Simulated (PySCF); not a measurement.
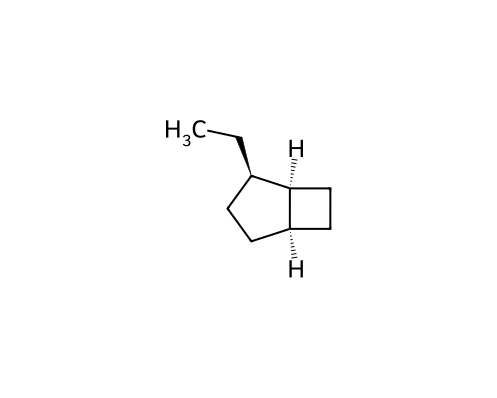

2D structure.

> Write the SMILES.

CC[C@@H]1CC[C@@H]2CC[C@@H]21

> Give the formula, hydrogens included.

C9H16.

> An optimisation with PBE0-D3(BJ)/def2-SVP gave a structure of which point group?

C1.

The parts below concern this one geometry. Atoms keep their numbers from picture to picture. The computed structure is the end point of a PBE0-D3(BJ)/def2-SVP optimisation. No frequency run is at hand to confirm it as a minimum.

**Electronic properties**

No frequency run is at hand to confirm it as a minimum. Method: PBE0/pcSseg-1 in chloroform (IEF-PCM) (PySCF 2.14.0).

> Estimate the dipole moment.

0.18 D.

> Estimate the LUMO energy (Kohn–Sham orbital).

1.32 eV.

> Estimate the HOMO energy (Kohn–Sham orbital).

−7.92 eV.

**NMR shielding**

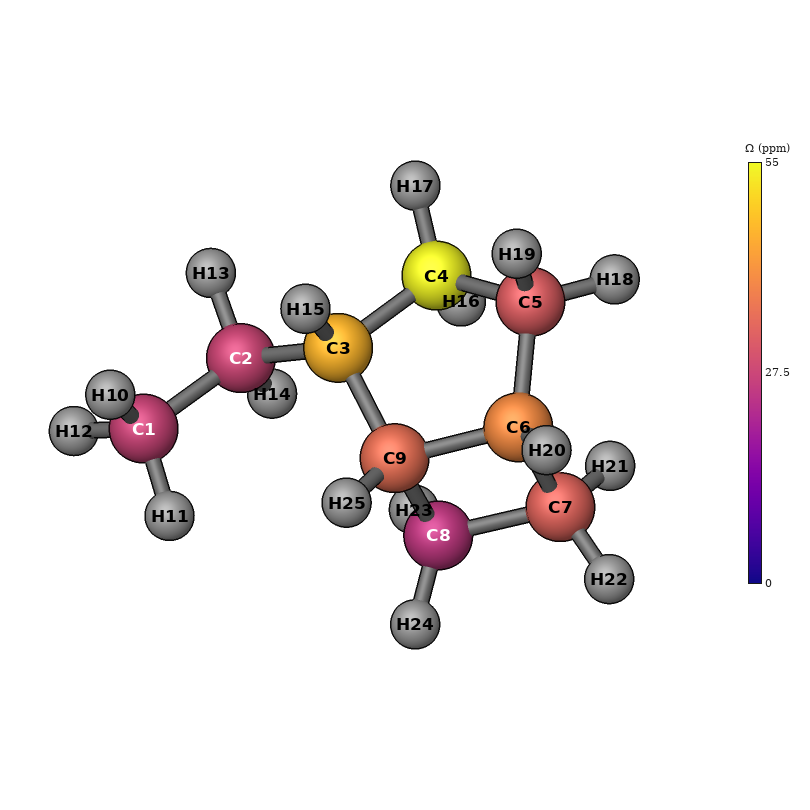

The C atoms are coloured by the span of their shielding tensor. No frequency run is at hand to confirm it as a minimum. Properties computed with GIAO PBE0/pcSseg-1 NMR shielding, non-relativistic, IEF-PCM chloroform (PySCF 2.14.0). Principal shieldings σ11 ≤ σ22 ≤ σ33, span Ω = σ33 − σ11, skew κ = 3(σiso − σ22)/Ω.

> Which C atom has the most anisotropic shielding?

C4, with a span of 55 ppm.

Give the shielding tensors of the C atoms.

```tsv
atom	σ11	σ22	σ33	σiso	Ω	κ
C1	158.8	164.4	186.2	169.8	27.3	0.59
C2	148.7	156.6	176.5	160.6	27.9	0.43
C3	115.6	135.5	162.0	137.7	46.4	0.14
C4	123.2	153.5	177.8	151.5	54.5	−0.11
C5	130.7	155.1	163.0	149.6	32.2	−0.52
C6	123.2	151.5	163.3	146.0	40.1	−0.41
C7	143.1	158.5	176.7	159.4	33.6	0.09
C8	157.3	163.8	182.6	167.9	25.3	0.48
C9	125.0	150.8	160.6	145.5	35.6	−0.45
```

Shieldings and span in ppm.

**Charges**

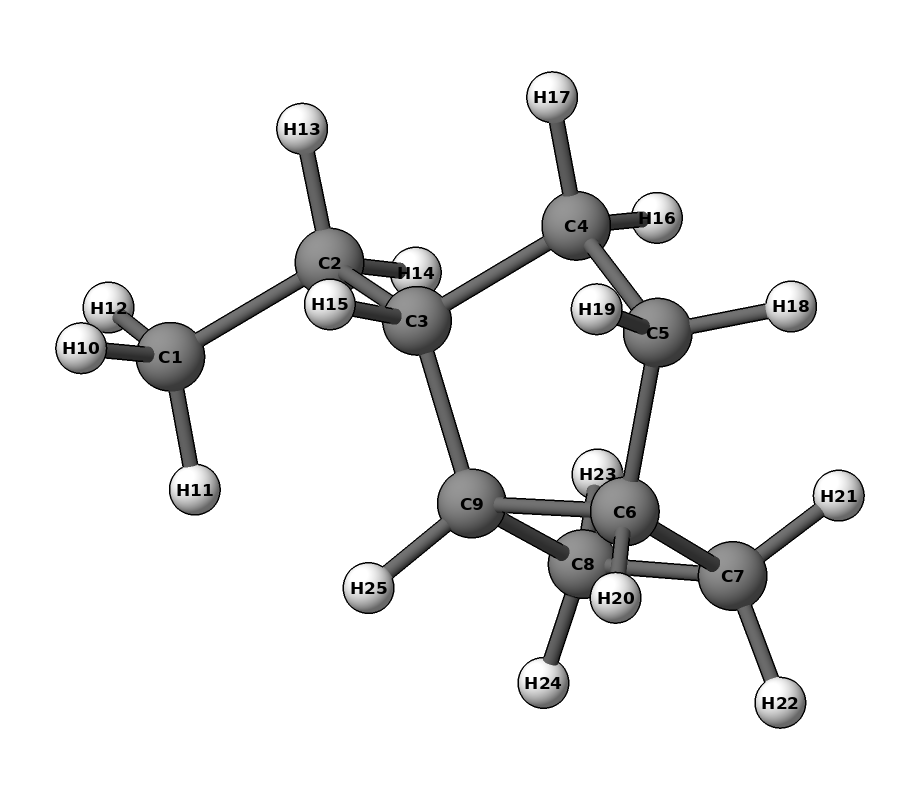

The questions are on ESP-fitted charges. No frequency run is at hand to confirm it as a minimum. Method: PBE0/pcSseg-1 in chloroform (IEF-PCM) (PySCF 2.14.0).

> Which atom carries the highest charge (most positive or least negative)?

C9 (0.17 e).

> And the lowest?

C1 (−0.32 e).

Give the ESP-fitted charges atom by atom.

| atom | value (e) |
| --- | --- |
| C1 | −0.32 |
| C2 | 0.02 |
| C3 | −0.05 |
| C4 | −0.10 |
| C5 | −0.23 |
| C6 | 0.05 |
| C7 | −0.27 |
| C8 | −0.13 |
| C9 | 0.17 |
| H10 | 0.08 |
| H11 | 0.07 |
| H12 | 0.09 |
| H13 | 0.03 |
| H14 | 0.01 |
| H15 | 0.04 |
| H16 | 0.05 |
| H17 | 0.05 |
| H18 | 0.08 |
| H19 | 0.07 |
| H20 | 0.02 |
| H21 | 0.09 |
| H22 | 0.09 |
| H23 | 0.07 |
| H24 | 0.05 |
| H25 | −0.02 |
